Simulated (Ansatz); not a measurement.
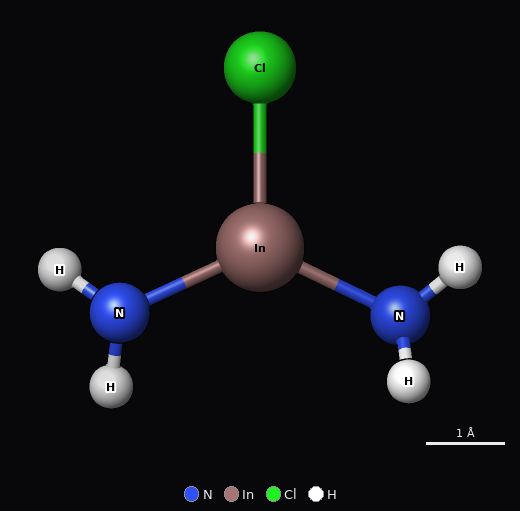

Figure 1. The input geometry (ball-and-stick view, seen on its broad side). Sticks mark near contacts. Bond lengths as drawn: Cl–In 2.34 Å, H–N 1.01 Å and In–N 2.01 Å.

## InN2H4Cl: molecular dynamics

InN2H4Cl, computed with RKS revPBE-d3bjatm/def2-SVP (Ansatz 0.2.0).

The geometry comes from this level: PBE0-D4/def2-TZVP. Figures and captions count atoms from 1; the log counts them from 0 in places.

Output
```
Functional definition: revPBE
  name "revPBE"
  cite "Zhang & Yang, Phys. Rev. Lett. 80, 890 (1998) doi:10.1103/PhysRevLett.80.890"
  cite "Perdew, Burke & Ernzerhof, Phys. Rev. Lett. 77, 3865 (1996) doi:10.1103/PhysRevLett.77.3865"
  parameter kappa = 1.245
  parameter beta = 0.06672455060314922
  exchange = pbe_x(kappa = kappa, mu = beta*pi^2/3)
  correlation = pbe_c(beta = beta)
1087 factors; their error is unknown
mean field evaluation 1: about -20717.5592 eV, gradient 9.0e1 eV
mean field evaluation 2: about -20620.3986 eV, gradient 1.8e2 eV
mean field evaluation 4: about -20733.7964 eV, gradient 2.0e1 eV
mean field evaluation 8: about -20734.9715 eV, gradient 2.3e-1 eV
mean field evaluation 16: about -20734.9279 eV, gradient 2.0e-3 eV
mean field -20734.92789193 eV, -761.9945453894 hartree, gradient 1.2e-5 eV, S^2 0.000000; 0 other end points of the search recorded, 0 dependent functions left out
the calculation of the forces begins
reference -20734.92794990 eV, -761.9945475197 hartree; 28, 28 occupied and 64, 64 virtual orbitals, 1087 factors
md step     0: t =     0.00 fs  T =  1000.0 K  F+E_penalty+E_count = -20735.26957835 eV  E_kin = 0.775560 eV  conserved = -20734.49401836 eV  (29 SCF iters)
these checks for a lower state are left out or cut short: starts, cluster_reference, orbital_swaps, neighbouring_geometries, increment
1087 factors; their error is unknown
mean field -20734.85301298 eV, -761.9917936390 hartree, gradient 6.4e-6 eV, S^2 0.000000; 0 other end points of the search recorded, 0 dependent functions left out
[... from here on the field's lines of each further geometry are left out, up to the last ...]
md step     1: t =     1.00 fs  T =   913.2 K  F+E_penalty+E_count = -20735.19432547 eV  E_kin = 0.708254 eV  conserved = -20734.48607185 eV  (29 SCF iters, 3 dispersion substeps)
md step     2: t =     2.00 fs  T =   827.2 K  F+E_penalty+E_count = -20735.12285090 eV  E_kin = 0.641543 eV  conserved = -20734.48130827 eV  (30 SCF iters, 3 dispersion substeps)
md step     3: t =     3.00 fs  T =   815.8 K  F+E_penalty+E_count = -20735.12125075 eV  E_kin = 0.632667 eV  conserved = -20734.48858405 eV  (29 SCF iters, 3 dispersion substeps)
md step     4: t =     4.00 fs  T =   787.3 K  F+E_penalty+E_count = -20735.10055258 eV  E_kin = 0.610627 eV  conserved = -20734.48992591 eV  (29 SCF iters, 3 dispersion substeps)
md step     5: t =     5.00 fs  T =   706.5 K  F+E_penalty+E_count = -20735.03365345 eV  E_kin = 0.547966 eV  conserved = -20734.48568731 eV  (30 SCF iters, 3 dispersion substeps)
md step     6: t =     6.00 fs  T =   636.4 K  F+E_penalty+E_count = -20734.97649823 eV  E_kin = 0.493529 eV  conserved = -20734.48296888 eV  (30 SCF iters, 3 dispersion substeps)
md step     7: t =     7.00 fs  T =   631.7 K  F+E_penalty+E_count = -20734.97203808 eV  E_kin = 0.489910 eV  conserved = -20734.48212761 eV  (30 SCF iters, 3 dispersion substeps)
md step     8: t =     8.00 fs  T =   704.5 K  F+E_penalty+E_count = -20735.03074902 eV  E_kin = 0.546365 eV  conserved = -20734.48438393 eV  (30 SCF iters, 3 dispersion substeps)
md step     9: t =     9.00 fs  T =   800.6 K  F+E_penalty+E_count = -20735.11181297 eV  E_kin = 0.620932 eV  conserved = -20734.49088122 eV  (29 SCF iters, 3 dispersion substeps)
md step    10: t =    10.00 fs  T =   820.7 K  F+E_penalty+E_count = -20735.12726849 eV  E_kin = 0.636530 eV  conserved = -20734.49073873 eV  (30 SCF iters, 3 dispersion substeps)
md step    11: t =    11.00 fs  T =   779.4 K  F+E_penalty+E_count = -20735.08687133 eV  E_kin = 0.604458 eV  conserved = -20734.48241324 eV  (30 SCF iters, 3 dispersion substeps)
md step    12: t =    12.00 fs  T =   790.7 K  F+E_penalty+E_count = -20735.09807585 eV  E_kin = 0.613199 eV  conserved = -20734.48487713 eV  (30 SCF iters, 3 dispersion substeps)
md step    13: t =    13.00 fs  T =   830.7 K  F+E_penalty+E_count = -20735.13518882 eV  E_kin = 0.644248 eV  conserved = -20734.49094068 eV  (30 SCF iters, 3 dispersion substeps)
md step    14: t =    14.00 fs  T =   807.0 K  F+E_penalty+E_count = -20735.11496327 eV  E_kin = 0.625857 eV  conserved = -20734.48910667 eV  (30 SCF iters, 3 dispersion substeps)
md step    15: t =    15.00 fs  T =   733.2 K  F+E_penalty+E_count = -20735.05373592 eV  E_kin = 0.568630 eV  conserved = -20734.48510546 eV  (30 SCF iters, 3 dispersion substeps)
md step    16: t =    16.00 fs  T =   678.6 K  F+E_penalty+E_count = -20735.00873400 eV  E_kin = 0.526269 eV  conserved = -20734.48246452 eV  (29 SCF iters, 3 dispersion substeps)
md step    17: t =    17.00 fs  T =   694.7 K  F+E_penalty+E_count = -20735.02035846 eV  E_kin = 0.538790 eV  conserved = -20734.48156868 eV  (30 SCF iters, 3 dispersion substeps)
md step    18: t =    18.00 fs  T =   786.1 K  F+E_penalty+E_count = -20735.09542699 eV  E_kin = 0.609649 eV  conserved = -20734.48577757 eV  (29 SCF iters, 3 dispersion substeps)
md step    19: t =    19.00 fs  T =   871.6 K  F+E_penalty+E_count = -20735.16846668 eV  E_kin = 0.676015 eV  conserved = -20734.49245202 eV  (30 SCF iters, 3 dispersion substeps)
the calculation of the forces begins
reference -20734.82200710 eV, -761.9906541937 hartree; 28, 28 occupied and 64, 64 virtual orbitals, 1087 factors
1087 factors; their error is unknown
mean field evaluation 192: about -20734.8664 eV, gradient 2.4e-1 eV
mean field -20734.82194837 eV, -761.9906520353 hartree, gradient 1.2e-5 eV, S^2 0.000000; 1 other end points of the search recorded, 0 dependent functions left out
the calculation of the forces begins
reference -20734.82200710 eV, -761.9906541937 hartree; 28, 28 occupied and 64, 64 virtual orbitals, 1087 factors
md step    20: t =    20.00 fs  T =   857.0 K  F+E_penalty+E_count = -20735.15419339 eV  E_kin = 0.664651 eV  conserved = -20734.48954239 eV  (30 SCF iters, 3 dispersion substeps)
```

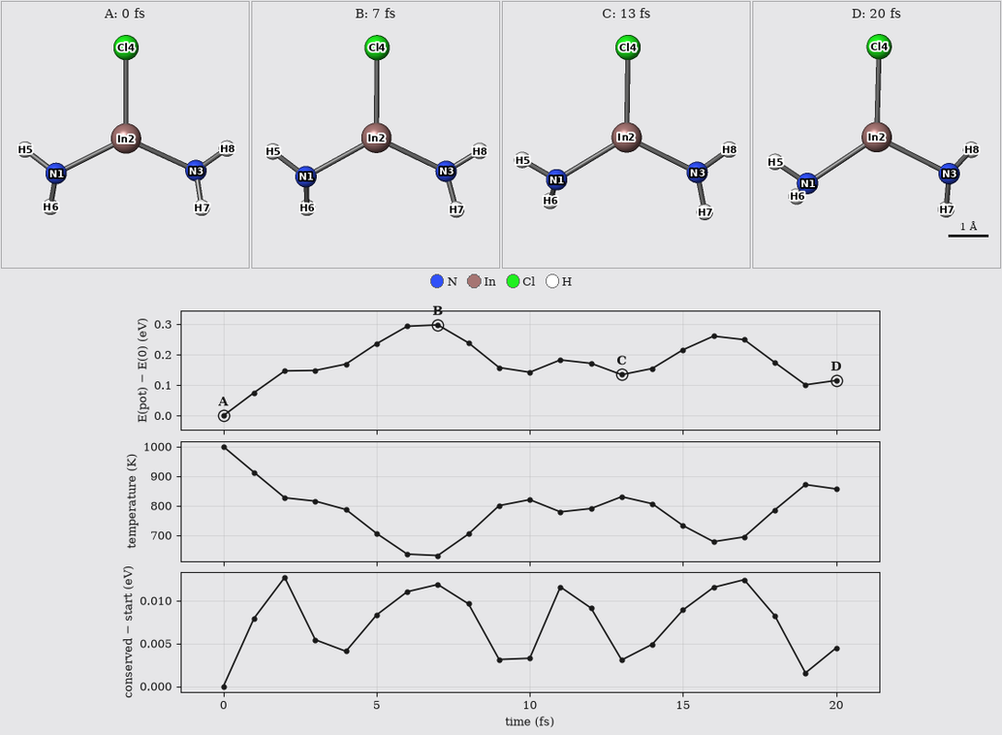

Figure 2. Frames of the molecular dynamics (ball-and-stick, seen on its broad side) above the curves, on which the letters mark them. The trajectory kept here has 21 frames over 20 fs. The temperature starts at 1000 K, ranges from 632 to 1000 K and averages 786 K over the second half. The potential energy ends 0.115 eV above its first value. The conserved quantity stays within 0.013 eV. After an unweighted best fit of the last frame on the first, the root-mean-square displacement is 0.31 Å, and N3 has moved furthest (0.58 Å).

```
Total energy: -20735.15425212 eV, -762.0028639731 hartree
Atom 0 at    -0.000140     1.948169    -0.145252 Å, force     0.747114    -1.122096    -0.598133 eV/Å
Atom 1 at    -0.314936    -0.171883    -0.298771 Å, force     0.668610     1.062514     0.846797 eV/Å
Atom 2 at     0.921268    -1.490783     0.748544 Å, force    -0.275598    -0.049830    -0.042555 eV/Å
Atom 3 at    -1.761886    -1.144715    -1.841555 Å, force    -0.463018    -0.317562    -0.584612 eV/Å
Atom 4 at    -0.628006     2.487479    -0.719585 Å, force    -0.599679     0.262927    -1.440704 eV/Å
Atom 5 at    -0.397621     2.235715     0.725273 Å, force    -0.187688     0.092806     1.951640 eV/Å
Atom 6 at     1.258092    -1.099305     1.643867 Å, force    -0.084408     0.009243    -0.132043 eV/Å
Atom 7 at     0.353898    -2.323279     0.986181 Å, force     0.194667     0.061997    -0.000391 eV/Å
Dipole moment:    -0.116119     0.188693     0.553435 e Å
```

Trajectory as extended XYZ (Å, eV, eV/Å), 12 of the 21 frames kept, from step=0 to step=20
```
8
Properties=species:S:1:pos:R:3:forces:R:3 step=0 time_fs=0.0 energy=-20735.26958 temperature=1000.0
N    -0.1876    1.8360   -0.2644    0.4551   0.1889  -0.3613
In   -0.2763   -0.1707   -0.2873    0.0361   0.0222   0.0377
N     0.7335   -1.4987    0.8317   -0.2955  -0.0904   0.5269
Cl   -1.7647   -1.0904   -1.8338   -0.4738  -0.2927  -0.4925
H    -1.0025    2.2961   -0.6457   -0.5582   0.3211  -0.2480
H     0.0530    2.2681    0.6165    0.1385   0.2976   0.6134
H     1.6490   -1.2165    1.1526    0.6412   0.1842   0.1971
H     0.7956   -2.4240    0.4303    0.0565  -0.6310  -0.2734
8
Properties=species:S:1:pos:R:3:forces:R:3 step=2 time_fs=2.0 energy=-20735.12285 temperature=827.2
N    -0.1751    1.8551   -0.2514    1.1632  -1.8776  -1.6973
In   -0.2807   -0.1718   -0.2889    0.1906   0.3201  -0.0119
N     0.7453   -1.4874    0.8180    1.0006  -1.3090   0.6088
Cl   -1.7617   -1.0938   -1.8316   -0.5292  -0.3402  -0.5437
H    -0.9297    2.2986   -0.7033   -1.4490   1.0534  -0.5344
H     0.0437    2.1786    0.6377    0.3212   1.3175   2.3502
H     1.6661   -1.2415    1.2428   -0.6697  -0.1161  -0.4042
H     0.7744   -2.4854    0.4958   -0.0275   0.9518   0.2324
8
Properties=species:S:1:pos:R:3:forces:R:3 step=4 time_fs=4.0 energy=-20735.10055 temperature=787.3
N    -0.1597    1.8696   -0.2424    0.6060  -0.5906  -0.0903
In   -0.2851   -0.1728   -0.2906    0.2766   0.4959   0.0445
N     0.7596   -1.4796    0.8060    1.4191  -1.7384   0.9044
Cl   -1.7592   -1.0977   -1.8298   -0.5737  -0.3857  -0.5980
H    -0.9053    2.3369   -0.7766    0.0609   0.2206   0.7613
H     0.0432    2.1346    0.7346   -0.5973   0.6520  -0.4859
H     1.6599   -1.2700    1.3183   -1.1142  -0.0666  -0.7270
H     0.7524   -2.5134    0.5688   -0.0773   1.4128   0.1909
8
Properties=species:S:1:pos:R:3:forces:R:3 step=5 time_fs=5.0 energy=-20735.03365 temperature=706.5
N    -0.1512    1.8760   -0.2383    0.2957  -0.0369   0.5511
In   -0.2872   -0.1733   -0.2914    0.3153   0.5565   0.1205
N     0.7683   -1.4775    0.8009    1.1347  -1.4330   0.8740
Cl   -1.7582   -1.0998   -1.8292   -0.5880  -0.4035  -0.6211
H    -0.8963    2.3617   -0.8058    0.6703  -0.2145   1.3608
H     0.0367    2.1237    0.7840   -0.8770   0.4292  -1.7137
H     1.6411   -1.2856    1.3460   -0.8202   0.1054  -0.5874
H     0.7404   -2.5072    0.6084   -0.1308   0.9968   0.0158
8
Properties=species:S:1:pos:R:3:forces:R:3 step=7 time_fs=7.0 energy=-20734.97204 temperature=631.7
N    -0.1338    1.8889   -0.2288    0.1303   0.0857   0.8878
In   -0.2914   -0.1740   -0.2931    0.4117   0.6631   0.3099
N     0.7875   -1.4757    0.7923    0.0118  -0.0558   0.2051
Cl   -1.7566   -1.1042   -1.8285   -0.6000  -0.4260  -0.6520
H    -0.8567    2.4027   -0.8226    0.8250  -0.4974   1.5997
H    -0.0023    2.1135    0.8280   -0.8475   0.3593  -2.2827
H     1.5854   -1.3114    1.3880    0.4279   0.5778   0.2732
H     0.7117   -2.4739    0.6861   -0.3592  -0.7067  -0.3409
8
Properties=species:S:1:pos:R:3:forces:R:3 step=9 time_fs=9.0 energy=-20735.11181 temperature=800.6
N    -0.1158    1.9018   -0.2170    0.7685  -1.0263   0.1186
In   -0.2955   -0.1745   -0.2946    0.4989   0.8043   0.4763
N     0.8069   -1.4743    0.7843   -0.3001   0.2455  -0.3181
Cl   -1.7557   -1.1092   -1.8285   -0.5952  -0.4344  -0.6651
H    -0.7886    2.4269   -0.7814   -0.2768   0.1184   0.4518
H    -0.0726    2.1178    0.7904   -0.3942   0.6113  -0.3759
H     1.5438   -1.3160    1.4393    0.7749   0.7237   0.6456
H     0.6694   -2.4640    0.7519   -0.4760  -1.0424  -0.3332
8
Properties=species:S:1:pos:R:3:forces:R:3 step=11 time_fs=11.0 energy=-20735.08687 temperature=779.4
N    -0.0957    1.9118   -0.2051    1.7074  -2.2457  -1.1720
In   -0.2994   -0.1747   -0.2959    0.5155   0.9543   0.6309
N     0.8257   -1.4726    0.7757    0.3996  -1.0204   0.4710
Cl   -1.7555   -1.1146   -1.8292   -0.5807  -0.4353  -0.6732
H    -0.7317    2.4565   -0.7243   -1.4411   0.8880  -1.0376
H    -0.1587    2.1457    0.7421   -0.1684   0.8603   2.3592
H     1.5277   -1.2943    1.5114   -0.3465   0.3486  -0.3599
H     0.6104   -2.4884    0.8051   -0.0859   0.6502  -0.2184
8
Properties=species:S:1:pos:R:3:forces:R:3 step=13 time_fs=13.0 energy=-20735.13519 temperature=830.7
N    -0.0713    1.9163   -0.1957    0.3807  -0.3635   0.2037
In   -0.3032   -0.1747   -0.2971    0.4750   0.9841   0.8060
N     0.8455   -1.4735    0.7683    0.5729  -1.4329   1.0319
Cl   -1.7559   -1.1205   -1.8307   -0.5647  -0.4347  -0.6831
H    -0.7235    2.5147   -0.7014   -0.4215  -0.1579  -0.6571
H    -0.2509    2.2032    0.7698    0.1865  -0.0451   0.5280
H     1.5001   -1.2591    1.5708   -0.9295   0.0090  -1.0391
H     0.5480   -2.4906    0.8497    0.3005   1.4410  -0.1905
8
Properties=species:S:1:pos:R:3:forces:R:3 step=15 time_fs=15.0 energy=-20735.05374 temperature=733.2
N    -0.0460    1.9198   -0.1859   -1.4916   1.8277   1.4802
In   -0.3067   -0.1743   -0.2980    0.4666   0.9151   0.9455
N     0.8668   -1.4781    0.7636    0.2000  -0.5623   0.3477
Cl   -1.7569   -1.1269   -1.8329   -0.5452  -0.4228  -0.6793
H    -0.7314    2.5667   -0.7031    0.8273  -1.3856   0.0813
H    -0.3351    2.2591    0.8187    0.8544  -1.0008  -1.5569
H     1.4395   -1.2226    1.5934   -0.4917   0.0394  -0.5383
H     0.4959   -2.4418    0.8872    0.1802   0.5894  -0.0801
8
Properties=species:S:1:pos:R:3:forces:R:3 step=16 time_fs=16.0 energy=-20735.00873 temperature=678.6
N    -0.0346    1.9231   -0.1797   -1.8819   2.1517   1.6079
In   -0.3085   -0.1739   -0.2983    0.4921   0.8985   0.9770
N     0.8777   -1.4812    0.7618    0.0312   0.1065  -0.4028
Cl   -1.7576   -1.1302   -1.8343   -0.5325  -0.4099  -0.6687
H    -0.7259    2.5752   -0.7042    1.0195  -1.5497   0.1455
H    -0.3664    2.2745    0.8244    1.0476  -1.1762  -1.7741
H     1.4005   -1.2042    1.5951   -0.0679   0.2078   0.0730
H     0.4731   -2.4059    0.9044   -0.1081  -0.2288   0.0422
8
Properties=species:S:1:pos:R:3:forces:R:3 step=18 time_fs=18.0 energy=-20735.09543 temperature=786.1
N    -0.0156    1.9341   -0.1639   -1.3765   1.2279   1.1121
In   -0.3118   -0.1731   -0.2987    0.5801   0.9589   0.9518
N     0.8995   -1.4868    0.7568   -0.0270   0.6729  -1.3389
Cl   -1.7595   -1.1373   -1.8376   -0.5009  -0.3707  -0.6329
H    -0.6864    2.5490   -0.7036    0.5485  -0.9724  -0.3888
H    -0.3985    2.2718    0.7873    0.9321  -0.9251  -0.7792
H     1.3239   -1.1595    1.6059    0.3451   0.4575   0.8384
H     0.4215   -2.3473    0.9414   -0.5012  -1.0490   0.2375
8
Properties=species:S:1:pos:R:3:forces:R:3 step=20 time_fs=20.0 energy=-20735.15419 temperature=857.0
N    -0.0001    1.9482   -0.1453    0.7471  -1.1221  -0.5981
In   -0.3149   -0.1719   -0.2988    0.6686   1.0625   0.8468
N     0.9213   -1.4908    0.7485   -0.2756  -0.0498  -0.0426
Cl   -1.7619   -1.1447   -1.8416   -0.4630  -0.3176  -0.5846
H    -0.6280    2.4875   -0.7196   -0.5997   0.2629  -1.4407
H    -0.3976    2.2357    0.7253   -0.1877   0.0928   1.9516
H     1.2581   -1.0993    1.6439   -0.0844   0.0092  -0.1320
H     0.3539   -2.3233    0.9862    0.1947   0.0620  -0.0004
```

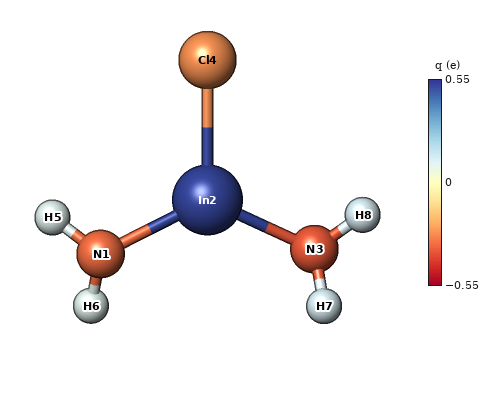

Figure 3. Mulliken charges, as the colour of each atom (ball-and-stick view, seen on its broad side; atoms are numbered from 1 in the order of the input). By element: N −0.36 to −0.33, In +0.52, Cl −0.26 and H +0.09 to +0.12 e.

The run was set up as follows.

Input file
```yaml
crystal:
  periodic: [false, false, false]
  atoms:
    - {symbol: N, position_ang: [-0.187574, 1.836007, -0.264385]}
    - {symbol: In, position_ang: [-0.276269, -0.170710, -0.287267]}
    - {symbol: N, position_ang: [0.733521, -1.498678, 0.831732]}
    - {symbol: Cl, position_ang: [-1.764720, -1.090362, -1.833848]}
    - {symbol: H, position_ang: [-1.002531, 2.296055, -0.645653]}
    - {symbol: H, position_ang: [0.053013, 2.268146, 0.616546]}
    - {symbol: H, position_ang: [1.648994, -1.216491, 1.152590]}
    - {symbol: H, position_ang: [0.795556, -2.423968, 0.430285]}
basis:
  gaussian: {orbitals: def2-SVP}
hamiltonian: {xc: {name: revPBE}, dispersion: d3bjatm}
md: {timestep: 1 fs, n_steps: 20, ensemble: nve, temperature: 1000, initial_velocities: maxwell_boltzmann, seed: 53}
```

Run as:
```bash
ansatz run in.yaml --threads 4 --pin off --events-out ev --progress --plain --max-ram 10444MiB
```

Key numbers

```json
{"quantity": "outcome", "value": "finished"}
{"quantity": "mean temperature over the second half", "value": "786 K"}
{"quantity": "trajectory", "value": "20 steps, 20 fs"}
{"quantity": "ensemble", "value": "nve"}
{"quantity": "temperature in the input", "value": "1000 K"}
{"quantity": "time step", "value": "1 fs"}
{"quantity": "potential energy (last step)", "value": "−20735.1543 eV"}
{"quantity": "mean-field energy (last step)", "value": "−20734.8220 eV"}
{"quantity": "dispersion energy (last step)", "value": "−0.3322 eV"}
{"quantity": "SCF solution under orbital rotations (last step)", "value": "stable"}
{"quantity": "largest force (length of the vector) (last step)", "value": "1.963 eV/Å"}
{"quantity": "dipole moment (last step)", "value": "2.86 D"}
{"quantity": "hardware", "value": "4 threads of Arm Neoverse N1, 23 GiB of memory available, shared host"}
{"quantity": "wall time", "value": "28 s (CPU time 1.7 min)"}
{"quantity": "peak memory", "value": "0.14 GiB"}
```

Notes

So short a trajectory is not equilibrated.
